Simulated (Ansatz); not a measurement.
# BeBi3 (built on the sites of a database entry of SrBi3): following an unstable mode, part 2 of 2

Which phase does BeBi3 (built on the sites of a database entry of SrBi3) fall into along its unstable mode, and how much energy does it gain?

Ansatz 0.2.0; DFT PBEsol, scalar-relativistic, plane waves, norm-conserving pseudopotentials.

So far, highest frequency on the path or at a solved wavevector (cm⁻¹): step 2 (the dispersion) 109. Also lowest frequency on the path (cm⁻¹): step 2 -158.

The structure was built from a prototype and need not be the compound's stable phase.

## Step 6: Relaxing from the distorted cell

Starting from the lowest point found, all atoms and the cell are let go, so that strain and other modes of the same symmetry can join in.

The input, input.yaml:

```yaml
crystal:
  lattice:
    - [4.7310176949, 0.0, 0.0]
    - [0.0, 4.7310176949, 0.0]
    - [0.0, 0.0, 4.7310176949]
  atoms:
    - { symbol: Be, position: [-0.0732210666, 0.0732210666, 0.0732210666] }
    - { symbol: Bi, position: [0.5008644367, 0.4991355633, -0.0014287512] }
    - { symbol: Bi, position: [0.5008644367, -0.0014287512, 0.4991355633] }
    - { symbol: Bi, position: [0.0014287512, 0.4991355633, 0.4991355633] }
kpoints:
  mp_grid: { grid: [10, 10, 10] }
hamiltonian:
  xc: pbesol
  pseudopotentials: { kind: nc }
scf:
  occupations: { method: methfessel_paxton, width: 0.2 }
output:
  forces: true
  stress: true
  eigenvalues: true
relax:
  adjacent_minimum: "off"
  f_tol: 0.002
  max_steps: 120
  cell: { stress_tol: 0.03 }
```

Command:

```sh
ansatz run input.yaml --threads 8 --pin off --max-ram 14336MiB --backend cpu --events-out ev --progress --plain --runs-dir out
```

Numbers of over 12 decimals in the logs are rounded to 6 here.

Log:

```text
[...]
Crystal: 4 atoms, lattice volume = 105.892 Å³
Basis set: ecut = 1197.300995 eV, 9939 PW (Γ), exchange–correlation on 108×108×108 points (8 copies of the dense FFT grid, shifted against one another)
Bands: 30, of which v1, the nominal top of the filled ones, is band 25 counted from 1 (24 counted from 0)
Symmetry: 6 space group operations
[...]
k-points: 116 of 1000 (time reversal used)
[...]
SCF iter   1: F=—  HF=-7043.760271 eV  |F-HF|=—  |Δ(HF+E_count)|=         —  Δρ=1.53e-2  dr2=7.28e-1  ethr=3.10e-3  ⟨swp⟩=6.2  Hψ=14750  notcnv=0
[...]
SCF iter   8: F=-7043.572735 eV  HF=-7043.572735 eV  |F-HF|=4.97e-9  |Δ(HF+E_count)|=   3.93e-8  S|Δr|=    0.00e0  Δρ=3.29e-6  dr2=1.04e-8  ethr=2.04e-10  ⟨swp⟩=8.9  Hψ=17220  notcnv=0
SCF 1 converged in 8 iterations: F = -7043.572735 eV  dr2 = 1.04e-8
relax step   1: F+E_penalty+E_count = -7043.57273531 eV  Δ(F+E_penalty+E_count) = +0.000e0 eV  max|allowed force component| = 1.256e-1 eV/Å  Δτ_max = 0.0000 Å  P = +0.829 GPa  Ω = 105.892 Å³  (8 SCF iters, dr2 threshold 1.00e-7 eV, accepted)
Crystal: 4 atoms, lattice volume = 110.428 Å³
Basis set: ecut = 1197.300995 eV, 10389 PW (Γ), exchange–correlation on 108×108×108 points (8 copies of the dense FFT grid, shifted against one another)
[...]
iter 1 solved again at ethr=7.72e-5 eV; its pass at ethr=3.10e-3 eV (dr2=3.78e-2 eV) is discarded
[...]
SCF iter   6: F=-7043.638455 eV  HF=-7043.638455 eV  |F-HF|=3.24e-8  |Δ(HF+E_count)|=   2.38e-7  S|Δr|=    0.00e0  Δρ=1.08e-5  dr2=1.94e-7  ethr=8.16e-10  ⟨swp⟩=8.4  Hψ=19272  notcnv=0
SCF 2 converged in 6 iterations: F = -7043.638455 eV  dr2 = 1.94e-7
relax step   2: F+E_penalty+E_count = -7043.63845468 eV  Δ(F+E_penalty+E_count) = -6.572e-2 eV  max|allowed force component| = 1.374e-1 eV/Å  Δτ_max = 0.1785 Å  P = -0.643 GPa  Ω = 110.428 Å³  energy of the carried Pulay correction = -1.095e-4 eV  (6 SCF iters, dr2 threshold 4.00e-7 eV, accepted)
Crystal: 4 atoms, lattice volume = 109.811 Å³
Basis set: ecut = 1197.300995 eV, 10379 PW (Γ), exchange–correlation on 108×108×108 points (8 copies of the dense FFT grid, shifted against one another)
[...]
SCF iter   7: F=-7043.648538 eV  HF=-7043.648538 eV  |F-HF|=3.25e-9  |Δ(HF+E_count)|=   6.42e-8  S|Δr|=    0.00e0  Δρ=6.93e-6  dr2=7.11e-8  ethr=8.16e-10  ⟨swp⟩=7.1  Hψ=18144  notcnv=0
SCF 3 converged in 7 iterations: F = -7043.648538 eV  dr2 = 7.11e-8
relax step   3: F+E_penalty+E_count = -7043.64853824 eV  Δ(F+E_penalty+E_count) = -1.008e-2 eV  max|allowed force component| = 1.328e-1 eV/Å  Δτ_max = 0.1900 Å  P = +1.196 GPa  Ω = 109.811 Å³  energy of the carried Pulay correction = -9.490e-5 eV  (7 SCF iters, dr2 threshold 4.00e-7 eV, accepted)
[...]
relax step   4: F+E_penalty+E_count = -7043.66272307 eV  Δ(F+E_penalty+E_count) = -1.418e-2 eV  max|allowed force component| = 2.255e-2 eV/Å  Δτ_max = 0.0651 Å  P = -0.193 GPa  Ω = 111.354 Å³  energy of the carried Pulay correction = -1.313e-4 eV  (6 SCF iters, dr2 threshold 4.00e-7 eV, accepted)
[...]
relax step   5: F+E_penalty+E_count = -7043.66327168 eV  Δ(F+E_penalty+E_count) = -5.486e-4 eV  max|allowed force component| = 2.683e-3 eV/Å  Δτ_max = 0.0102 Å  P = -0.020 GPa  Ω = 111.179 Å³  energy of the carried Pulay correction = -1.272e-4 eV  (5 SCF iters, dr2 threshold 1.14e-7 eV, accepted)
[...]
relax step   6: F+E_penalty+E_count = -7043.66328265 eV  Δ(F+E_penalty+E_count) = -1.097e-5 eV  max|allowed force component| = 2.797e-3 eV/Å  Δτ_max = 0.0003 Å  P = -0.002 GPa  Ω = 111.155 Å³  energy of the carried Pulay correction = -1.267e-4 eV  (5 SCF iters, dr2 threshold 2.67e-9 eV, accepted)
[...]
relax step   7: F+E_penalty+E_count = -7043.66328880 eV  Δ(F+E_penalty+E_count) = -6.153e-6 eV  max|allowed force component| = 2.599e-5 eV/Å  Δτ_max = 0.0004 Å  P = -0.000 GPa  Ω = 111.147 Å³  energy of the carried Pulay correction = -1.265e-4 eV  (5 SCF iters, dr2 threshold 4.89e-10 eV, accepted)
Basis set: ecut = 1197.300995 eV, 10451 PW (Γ), exchange–correlation on 120×120×120 points (8 copies of the dense FFT grid, shifted against one another)
[...]
SCF iter   1: F=—  HF=-7043.663748 eV  |F-HF|=—  |Δ(HF+E_count)|=         —  Δρ=7.08e-5  dr2=2.02e-7  ethr=4.60e-7  ⟨swp⟩=4.2  Hψ=26595  notcnv=0
eigensolver tolerance schedule: the retry pair's looser diagonalisation over-reported the residual by 1112.56 of it (diagonalisation noise at 0.20 of the residual, at the tolerance the schedule requests for it); recorded, not acted on — ethr = c·dr2/N_el stays at c = 1.0e-1
SCF iter   2: F=—  HF=-7043.663643 eV  |F-HF|=—  |Δ(HF+E_count)|=   1.05e-4  S|Δr|=    0.00e0  Δρ=3.54e-5  dr2=5.56e-8  ethr=4.13e-10  ⟨swp⟩=3.2  Hψ=7973  notcnv=0
[...]
SCF iter   5: F=-7043.663643 eV  HF=-7043.663643 eV  |F-HF|=4.55e-12  |Δ(HF+E_count)|=  2.27e-11  S|Δr|=    0.00e0  Δρ=4.72e-8  dr2=5.89e-12  ethr=1.00e-12  ⟨swp⟩=6.8  Hψ=19601  notcnv=0
SCF 8 converged in 5 iterations: F = -7043.663643 eV  dr2 = 5.89e-12
relax step   8: F+E_penalty+E_count = -7043.66364280 eV  Δ(F+E_penalty+E_count) = -3.540e-4 eV  max|allowed force component| = 2.823e-5 eV/Å  Δτ_max = 0.0000 Å  P = +0.009 GPa  Ω = 111.147 Å³  stress off target by 1.70e-2 GPa  SCF on the basis re-selected at this cell (its energy is not comparable with the rows above)  (5 SCF iters)
basis re-selected at this cell: Δ(F+E_penalty+E_count) = -3.540e-4 eV, ΔP = +0.009 GPa vs the last step (what re-selecting the basis moved, of the pressure what is left beyond the Pulay correction that the steps carried, after the strain that the cell walked since its last selection, with what the two solves' SCF thresholds leave and, on support functions, any second-order correction that the steps lacked; it is no measure of the basis error at this ecutwfc). The dense FFT grid was sized anew with the basis: this SCF ran on 60×60×60 points, the steps before it on 54×54×54, so part of this shift can come from that change (see relax.cell in the input reference). [rest of the remark cut]
SCF converged after 5 iterations
[...]
Free energy (F): -7043.663643 eV
[...]
Internal energy: -7043.662356 eV  (E = F + TS)
E sigma→0 (E₀):  -7043.663321 eV
Entropy (-TS):   -0.001286 eV (-0.322 meV/atom)
Fermi energy:    10.186774 eV
[...]
--- Forces (eV/Å), atoms counted from 1 ---
  atom   1  Be     0.00001923    -0.00001923    -0.00001923
  atom   2  Bi     0.00000435    -0.00000435     0.00002833
  atom   3  Bi     0.00000435     0.00002833    -0.00000435
  atom   4  Bi    -0.00002833    -0.00000435    -0.00000435
  max |Σ_I F_I| component: 4.02e-7 eV/Å
--- Stress (GPa, compression-positive) ---
        0.008974      -0.004016      -0.004016
       -0.004016       0.008974       0.004016
       -0.004016       0.004016       0.008974
  P = ⅓ Tr σ = 0.0090 GPa (0.090 kbar)
--- Band table (eV; the first three rows and the last of 116) ---
  k-point 0: bands = [... 21 lower, 6.4542, 9.4475, 10.5312, 10.5312, 11.7291, 12.3118, 12.4805, 12.4805, ... 1 higher]
  k-point 1: bands = [... 21 lower, 6.5537, 9.5978, 10.3011, 10.3471, 11.5227, 12.0737, 12.4006, 12.5022, ... 1 higher]
  k-point 2: bands = [... 21 lower, 6.8190, 9.7829, 9.7985, 10.0707, 11.0063, 11.5770, 12.3308, 12.5531, ... 1 higher]
  k-point 115: bands = [... 21 lower, 5.7773, 5.7773, 9.1508, 13.9737, 13.9737, 14.4120, 14.4120, 14.9719, ... 1 higher]
--- Relaxed structure (7 steps of the walk, 7 accepted, 1 SCFs on fresh bases) ---
  F+E_penalty+E_count = -7043.66364280 eV   max|allowed force component| = 2.823e-5 eV/Å   (the final SCF, on the basis selected at the relaxed cell)
  cell:  # Å, volume = 111.1470 Å³
    - [4.809008, -0.069390, -0.069390]
    - [-0.069390, 4.809008, 0.069390]
    - [-0.069390, 0.069390, 4.809008]
  atoms:
    - { symbol: Be, position: [-0.111498, 0.111498, 0.111498] }
    - { symbol: Bi, position: [0.510417, 0.489583, -0.020601] }
    - { symbol: Bi, position: [0.510417, -0.020601, 0.489583] }
    - { symbol: Bi, position: [0.020601, 0.489583, 0.489583] }
```

Wall time 2.1 min (8 threads of Arm Neoverse V2, shared host); peak memory 1.8 GiB.

The steps of the relaxation:

```tsv
step	energy less that of the first step (eV)	largest force component (eV/Å)	pressure (GPa)	volume (Å³)
1	0.0000	0.1256	0.83	105.89
2	-0.0657	0.1374	-0.64	110.43
3	-0.0758	0.1328	1.20	109.81
4	-0.0900	0.0226	-0.19	111.35
5	-0.0905	0.0027	-0.02	111.18
6	-0.0905	0.0028	0.00	111.16
7	-0.0906	0.0000	0.00	111.15
8*	-0.0909	0.0000	0.01	111.15
```

Relaxation steps marked * repeat the geometry before them on a plane-wave basis chosen anew for their cell, so energy and pressure can jump there.

The run keeps the 6 symmetry operations that it works with, so distortions that break them were not tested.

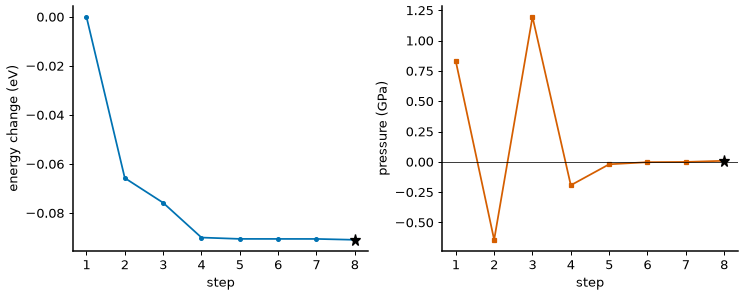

Energy and pressure along the relaxation. Stars mark steps on a basis chosen anew.

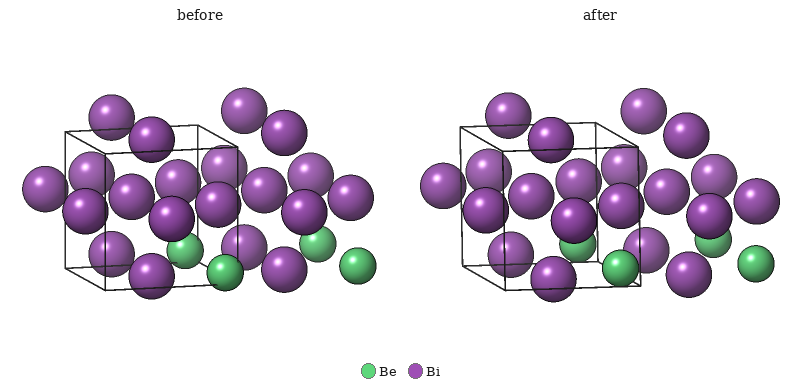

The structure before and after the relaxation, drawn at the same scale.

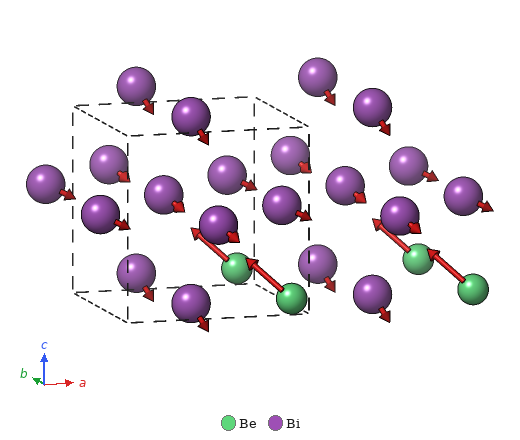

Displacements in the relaxation, exaggerated, measured against the changing cell; the longest in the cell stands for 0.33 Å. 2×2×1 cells are drawn. Some periodic images of atoms are drawn too.

```tsv
conventional cell, symmetrised	before	after	change
a (Å)	6.691	6.703	+0.2 %
b (Å)	6.691	6.703	+0.2 %
c (Å)	8.194	8.570	+4.6 %
volume (Å³/atom)	26.47	27.79	+5.0 %
```

The atoms that moved most (Å, as changes of fractional coordinates times the final cell):

```tsv
atom	dx	dy	dz	length
Be1	-0.189	0.189	0.189	0.328
Bi2	0.048	-0.048	-0.094	0.116
Bi3	0.048	-0.094	-0.048	0.116
Bi4	0.094	-0.048	-0.048	0.116
```

The relaxed structure:

```xyz
4
Lattice="4.8090 -0.0694 -0.0694 -0.0694 4.8090 0.0694 -0.0694 0.0694 4.8090" Properties=species:S:1:pos:R:3 pbc="T T T"
Be   -0.5517    0.5517    0.5517
Bi    2.4221    2.3176   -0.1005
Bi    2.4221   -0.1005    2.3176
Bi    0.0311    2.3870    2.3870
```

Numbers from this step:

| Quantity | Value |
| --- | --- |
| pressure | 0.008974 GPa |
| volume per atom | 27.79 Å³ |

The distorted start has space group R3m; the relaxation ends in R3m.

## Step 7: The new phase in its own primitive cell

The relaxed structure is symmetrised, reduced to its primitive cell and relaxed tightly, as its phonons need.

input.yaml, the sections that differ from step 6:

```yaml
crystal:
  lattice:
    - [3.3514160076, 1.9349409342, 2.856607335]
    - [-3.3514160076, 1.9349409342, 2.856607335]
    - [0.0, -3.8698818683, 2.856607335]
  atoms:
    - { symbol: Be, position: [0.8885019236, 0.8885019236, 0.8885019236] }
    - { symbol: Bi, position: [0.5104167492, 0.020601136, 0.5104167492] }
    - { symbol: Bi, position: [0.020601136, 0.5104167492, 0.5104167492] }
    - { symbol: Bi, position: [0.5104167492, 0.5104167492, 0.020601136] }
kpoints:
  mp_grid: { grid: [9, 9, 9] }
relax:
  adjacent_minimum: "off"
  f_tol: 0.001
  max_steps: 60
  cell: { stress_tol: 0.01 }
# hamiltonian, scf, output: as in step 6
```

Log:

```text
[...]
Crystal: 4 atoms, lattice volume = 111.147 Å³
Basis set: ecut = 1197.300995 eV, 10451 PW (Γ), exchange–correlation on 120×120×120 points (8 copies of the dense FFT grid, shifted against one another)
Bands: 30, of which v1, the nominal top of the filled ones, is band 25 counted from 1 (24 counted from 0)
Symmetry: 6 space group operations
[...]
--- Relaxed structure (3 steps of the walk, 2 accepted, 1 SCFs on fresh bases) ---
[...]
cell:  # Å, volume = 111.2263 Å³
    - [3.351942, 1.935245, 2.857749]
    - [-3.351942, 1.935245, 2.857749]
    - [0, -3.870489, 2.857749]
  atoms:
    - { symbol: Be, position: [0.888371, 0.888371, 0.888371] }
    - { symbol: Bi, position: [0.510582, 0.020401, 0.510582] }
    - { symbol: Bi, position: [0.020401, 0.510582, 0.510582] }
    - { symbol: Bi, position: [0.510582, 0.510582, 0.020401] }
[key lines of the parts left out:]
SCF converged after 7 iterations
Free energy (F): -7043.656773 eV
Fermi energy:    10.195700 eV
P = ⅓ Tr σ = 0.0054 GPa (0.054 kbar)
```

It took 55 s on 8 threads; peak memory 1.6 GiB; 7.3 min of CPU time.

Little changed from the start: no atom moved by 0.005 Å and no cell edge by 0.1 %.

Numbers from this step:

```yaml
pressure: 0.005384 GPa
volume_per_atom: 27.81 Å³
```

The largest force component left is 0.87 meV/Å and the pressure is 0.005 GPa, within the tolerances set. The cell now holds 27.81 Å³/atom.

## Step 8: Modes of the new phase, k-mesh 9×9×9

A relaxed structure may still be a saddle point, so its zone-centre modes are computed. No field response is asked, since the mesh shows no gap.

input.yaml, the sections that differ from step 7:

```yaml
crystal:
  lattice:
    - [3.3519419299, 1.9352445756, 2.8577489692]
    - [-3.3519419299, 1.9352445756, 2.8577489692]
    - [0.0, -3.8704891511, 2.8577489692]
  atoms:
    - { symbol: Be, position: [0.8883709631, 0.8883709631, 0.8883709631] }
    - { symbol: Bi, position: [0.5105823153, 0.0204009642, 0.5105823153] }
    - { symbol: Bi, position: [0.0204009642, 0.5105823153, 0.5105823153] }
    - { symbol: Bi, position: [0.5105823153, 0.5105823153, 0.0204009642] }
output:
  eigenvalues: true
phonons:
  method: dfpt
# kpoints, hamiltonian, scf: as in step 7
# relax: removed
```

Log:

```text
[...]
Crystal: 4 atoms, lattice volume = 111.226 Å³
Basis set: ecut = 1197.300995 eV, 10451 PW (Γ), exchange–correlation on 120×120×120 points (8 copies of the dense FFT grid, shifted against one another)
Bands: 30, of which v1, the nominal top of the filled ones, is band 25 counted from 1 (24 counted from 0)
Symmetry: 6 space group operations
k-points: 365 of 729 (irreducible under 1 space group operation, time reversal used)
[...]
SCF iter   1: F=—  HF=-7043.974127 eV  |F-HF|=—  |Δ(HF+E_count)|=         —  Δρ=1.94e-2  dr2=1.21e0  ethr=3.10e-3  ⟨swp⟩=6.4  Hψ=47074  notcnv=0
[...]
SCF iter  12: F=-7043.656773 eV  HF=-7043.656773 eV  |F-HF|=9.09e-13  |Δ(HF+E_count)|=  1.18e-11  S|Δr|=    0.00e0  Δρ=5.06e-8  dr2=2.74e-12  ethr=1.00e-12  ⟨swp⟩=10.3  Hψ=63664  notcnv=0
SCF 1 converged in 12 iterations: F = -7043.656773 eV  dr2 = 2.74e-12
DFPT response loops at Γ: preconditioner auto → Kerker (q_TF=auto, 2.380 Å⁻¹) (partly filled bands, converged f_vac=0.000); β = 1.00, the filter's whole step (`scf.mixing.beta` (0.50) is not read by the response loops under this deck's `scf.mixing.preconditioner`; to damp them name `kerker` or `kerker_dos`, under which they read `scf.mixing.beta`, and type it under 1.00, their step now; both keys bind the ground state too); Broyden in place of MSR1
the run's response loops start from zero, take more passes and end by a threshold: the memory limit or budget leaves too little room for the subspace of the ground state's own states beside the solves, or none could be made (phonons.method)
SCF converged after 12 iterations
[...]
Free energy (F): -7043.656773 eV
[...]
Internal energy: -7043.653817 eV  (E = F + TS)
E sigma→0 (E₀):  -7043.656034 eV
Entropy (-TS):   -0.002956 eV (-0.739 meV/atom)
Fermi energy:    10.195700 eV
[...]
--- Band table (eV; the first three rows and the last of 365) ---
  k-point 0: bands = [... 21 lower, 6.4441, 9.4424, 10.5171, 10.5171, 11.7164, 12.2993, 12.4718, 12.4718, ... 1 higher]
  k-point 1: bands = [... 21 lower, 6.5660, 9.6257, 10.2397, 10.2929, 11.4660, 12.0149, 12.3752, 12.4945, ... 1 higher]
  k-point 2: bands = [... 21 lower, 6.8819, 9.6599, 9.6686, 10.1374, 10.8505, 11.4681, 12.3209, 12.5690, ... 1 higher]
  k-point 364: bands = [... 21 lower, 7.6603, 8.4231, 9.1793, 9.8366, 10.5713, 11.3795, 12.7025, 13.1584, ... 1 higher]
--- Phonons (Γ-DFPT): 4 representative perturbations + reference, on 365 of 729 k-points (Σ response iterations 33) ---
  k mesh reduced under 1 symmetry operation, with k and −k counted as one. Each operation leaves every solved perturbation unchanged. A smaller set is not used because it would not reduce the number of displacements times k-points to solve
  ASR residual: 7.246e-5 → 0.000e0 eV/Å²; symmetrization residual: 2.107e-5 eV/Å²
  ASR residual per site (eV/Å²): 7.25e-5 5.67e-5 5.67e-5 5.67e-5
[...]
non-analytic LO–TO correction: not included (Born effective charges unavailable; polar crystals: no LO–TO splitting at Γ)
```

The job ended after 10 min (8 threads; peak memory 13 GiB; 79 min of CPU time).

This step gave:

```yaml
sum_rule_residual_before_enforcement: 7.25e-5 eV/Å²
point_group: 3m
highest_optical_mode_at_the_zone_centre_no_lo_to_term: 225.0 cm⁻¹
lowest_optical_zone_centre_mode: -66.53 cm⁻¹
```

Patterns of degenerate modes are one choice out of their space. Modes at Γ, with each element's share of the kinetic energy (negative means imaginary):

```tsv
mode	frequency (cm⁻¹)	symmetry	Be %	Bi %
1	-66.5	E	20	80
2	-66.5	E	20	80
3	-17.6	A2	0	100
4	0.0	acoustic	1	99
5	0.0	acoustic	1	99
6	0.0	acoustic	1	99
7	81.6	E	0	100
8	81.6	E	0	100
9	87.1	A1	4	96
10	172.2	E	79	21
11	172.2	E	79	21
12	225.0	A1	95	5
```

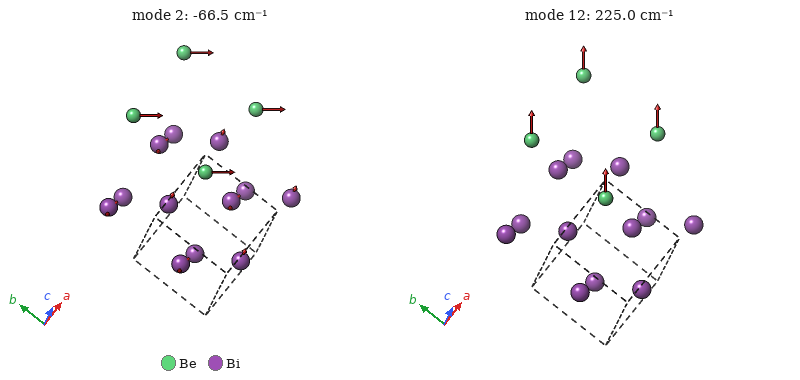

Displacement patterns of modes 2 and 12 at Γ; arrows are exaggerated. 2×2×1 cells are drawn.

Before it was imposed, the acoustic sum rule was missed by 7.2e-5 eV/Å². Small misses are needed for a sound result but don't prove that mesh and cutoff are converged. The lowest optical mode is imaginary, 66.5i cm⁻¹, so the energy falls along it.

## Step 9: Outcome

```yaml
unstable_mode_of_the_parent: q = (0, 0, 0), 158i cm⁻¹
depth_at_the_lowest_point_sampled: 27.3 meV/atom
largest_atomic_shift_at_that_point: 0.6 Å
space_group_reached_within_0p01_a: R3m
energy_gained_over_the_parent_first_relaxation_on_the_mesh_of_the_frozen_mode: 50.0 meV/atom
volume_per_atom_phase_reached: 27.8 Å³
lowest_optical_zone_centre_mode_phase_reached: -66.5 cm⁻¹
highest_optical_mode_at_the_zone_centre_no_lo_to_term_phase_reached: 225 cm⁻¹
```

In words: Along this mode the structure falls into R3m, 50.0 meV/atom below the parent. At the parent's cell the well is 27.26 meV/atom deep on the steps tried, with its lowest point at a shift of 0.6 Å. That is the last step tried, so the steps alone don't bracket the bottom of the well. Relaxing atoms and cell changes the gain by +22.74 meV/atom against the lowest step (energies at zero smearing). The new phase still has an imaginary mode at the zone centre of its cell, so it is a saddle point on the way to a lower structure. Of the 2 patterns followed to their end from this parent, this one ends 84.6 meV/atom above the lowest, P4mm. Each path keeps the symmetry of its pattern, so a lower phase may lie along a pattern not tried. With no gap, or one that is small against the smearing, the frequencies hang on the k mesh and the smearing, most of all near Kohn anomalies. The phonon runs are without spin polarisation, although the cell has an odd electron count. Spin-orbit coupling is left out, which can matter for the heavy elements here. A phonon run warned that its eigensolver left some bands unconverged in a pass. The starting cell was built on a prototype and not taken from a measurement, so the phase need not exist.

[Logs are printed without paths, hosts, clocks, repeated set-up lines and the standing remarks that a program may print on its own settings, such as how far it seeks lower states.]

[Hosts, paths, dates, database ids (printed as entryN), source tags and the programs' standing remarks are cut or masked in the printed files.]
